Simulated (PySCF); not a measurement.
```xyz
16

C     2.8657   -0.1549    0.3025
C     2.0282    0.5255   -0.5835
N     0.7223    0.4648   -0.4423
C     0.2761   -0.2769    0.5825
C    -1.1674   -0.3875    0.7880
C    -2.0431    0.7947    0.4463
C    -2.0724   -0.4099   -0.4216
N     1.0632   -0.9268    1.4344
N     2.3522   -0.8629    1.2925
H     3.9421   -0.1380    0.2278
H     2.4048    1.1200   -1.4064
H    -1.4290   -0.9971    1.6418
H    -2.8808    0.9941    1.0964
H    -1.5446    1.6750    0.0710
H    -1.5936   -0.3492   -1.3866
H    -2.9313   -1.0620   -0.3868
```

Geometry: GFN2-xTB.

The calculation used PySCF 2.14.0, B3LYP/def2-SVPD, SCF density, gas phase.

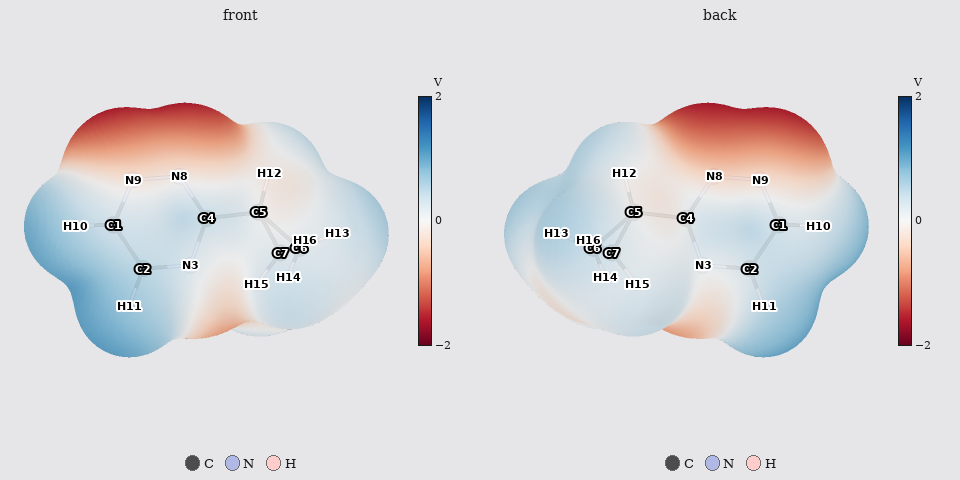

C$_{6}$H$_{7}$N$_{3}$ (SMILES c1cnc(C2CC2)nn1). The electrostatic potential painted on the density surface at 0.001 e/bohr³, seen from the front and from behind; the colour scale runs from red (negative) to blue (positive).

Where is the surface potential most negative and most positive?

The most negative region (about −1.6 V) lies over N8 and N9, the most positive (about +1.0 V) over C1, C2, H10 and H11.

How polar is the molecule by this calculation?

Its dipole moment is 2.53 D.
